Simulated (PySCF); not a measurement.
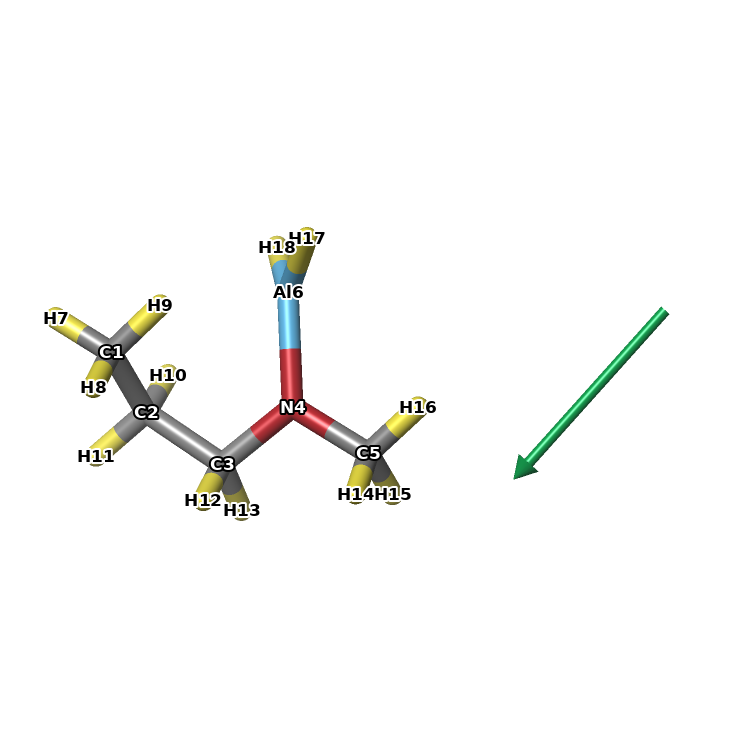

The arrow beside the molecule shows the direction of the dipole moment, from the negative to the positive end (its length means nothing). The computed structure is the end point of a GFN2-xTB optimisation. No frequency run is at hand to confirm it as a minimum. Method: PBE0/pcSseg-1, gas phase (PySCF 2.14.0).

> Estimate the dipole moment.

1.60 D; it points from the side of H17 to the side of H11 (the outermost atoms at the two ends).

The geometry is semi-empirical. Around Al such bond lengths and angles can be off by a tenth of an ångström or more and by several degrees, and values that hang on the shape move with them.
